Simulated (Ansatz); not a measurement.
## How far to go with the plane-wave cutoff: HfNi (Cm, 4 atoms in the cell)

```xyz
4
Lattice="1.5929 -4.8924 0.0000 1.5929 4.8924 0.0000 0.0000 0.0000 4.0147" Properties=species:S:1:pos:R:3 pbc="T T T"
Hf     1.5929    -3.5324     3.0610
Hf     1.5929     3.5324     1.0037
Ni     1.5929    -0.8244     3.0110
Ni     1.5929     0.8244     1.0037
```

Computed with PBEsol, default PAW files made with PBE (plane waves; Ansatz, a program for electronic structure).

Base settings: basis.ecutwfc = 30.9 Ry; kpoints.mp_grid.grid = 6 6 4; hamiltonian.xc = pbesol; hamiltonian.pseudopotentials = {kind: paw} (the program's default PAW files); scf.occupations.method = gaussian; scf.occupations.width = 0.0073 Ry.

The second cell is the first with its lattice scaled by 0.98.

The mesh stays at the base's, so the ladder's end is converged at best in this setting alone.

The first pressure column holds Ansatz's estimate of the finite-basis (Pulay) stress, which hides part of the cutoff error; the other is without it.

Only quantities that move along the ladder and can be compared are tabulated.

The count of work is k-points × plane waves × bands × iterations; it is no time. 

The starting cell comes from a database of computed structures (which also holds hypothetical and non-ambient phases and stackings), without a prior relaxation at this level. Its lattice was rescaled by up to half a per cent. One atom was moved a little off its site on purpose. Spin polarisation is off. Without a gap this mesh is coarse (it stands for a supercell whose shortest vector is 16 Å).

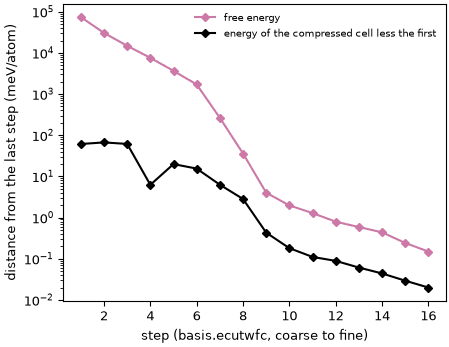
Distance from the last step along the ladder; very small values are drawn at a floor.

| basis.ecutwfc | free energy less the last step's (meV/atom) | energy of the compressed cell less the first (meV/atom) | pressure (GPa) | pressure without the Pulay estimate (GPa) | largest difference of a force vector from the last step's (eV/Å) | count of work / last |
|---|---|---|---|---|---|---|
| 10.7 Ry | 74190.74 | 97.89 | -22.99 | -2770.21 | 3.329 | 0.083 |
| 12.5 Ry | 30558.71 | -30.40 | -10.20 | -1269.58 | 1.914 | 0.070 |
| 14 Ry | 14865.16 | -24.94 | -2.87 | -678.52 | 1.016 | 0.083 |
| 15.4 Ry | 7604.27 | 42.85 | 2.94 | -382.28 | 0.307 | 0.092 |
| 16.9 Ry | 3662.40 | 16.67 | 3.65 | -206.44 | 0.230 | 0.11 |
| 18.4 Ry | 1709.39 | 52.09 | 2.16 | -109.61 | 0.182 | 0.11 |
| 21.7 Ry | 264.90 | 42.90 | 2.16 | -22.51 | 0.048 | 0.14 |
| 24.6 Ry | 36.03 | 39.44 | 1.21 | -3.30 | 0.017 | 0.17 |
| 27.9 Ry | 4.02 | 37.04 | 0.85 | 0.50 | 0.003 | 0.20 |
| 30.9 Ry | 1.97 | 36.78 | 0.81 | 0.75 | 0.001 | 0.27 |
| 33.8 Ry | 1.29 | 36.71 | 0.80 | 0.75 | 0.000 | 0.27 |
| 37.1 Ry | 0.80 | 36.69 | 0.80 | 0.77 | 0.000 | 0.35 |
| 41.5 Ry | 0.59 | 36.67 | 0.79 | 0.78 | 0.000 | 0.41 |
| 46.3 Ry | 0.44 | 36.65 | 0.79 | 0.78 | 0.000 | 0.50 |
| 54 Ry | 0.24 | 36.63 | 0.79 | 0.78 | 0.000 | 0.62 |
| 61.7 Ry | 0.15 | 36.62 | 0.79 | 0.78 | 0.000 | 0.75 |
| 74.2 Ry | 0.00 | 36.60 | 0.78 | 0.78 | 0.000 | 1.0 |

Coarsest basis.ecutwfc that holds the free energy within 5 meV/atom of the last step, with all finer ones: 27.9 Ry, at 0.20 of the last step's count of work; the step before is off by 36 meV/atom.

Coarsest basis.ecutwfc that holds the energy of the compressed cell less the first within 0.5 meV/atom of the last step, with all finer ones: 27.9 Ry, at 0.20 of the last step's count of work; the step before is off by 2.8 meV/atom.

Coarsest basis.ecutwfc that holds the forces within 0.005 eV/Å of the last step, with all finer ones: 27.9 Ry, at 0.20 of the last step's count of work; the step before is off by 0.017 eV/Å.

The energy difference between the two cells stays within 1 meV/atom of the last step's from 27.9 Ry on, the total only from 37.1 Ry on: much of the error is common to both cells and cancels.

At the lowest cutoff the pressure without the Pulay estimate lies 2770 GPa under the last step's, the usual sign of Pulay stress in an incomplete plane-wave basis.

Keys are those of Ansatz 0.2.
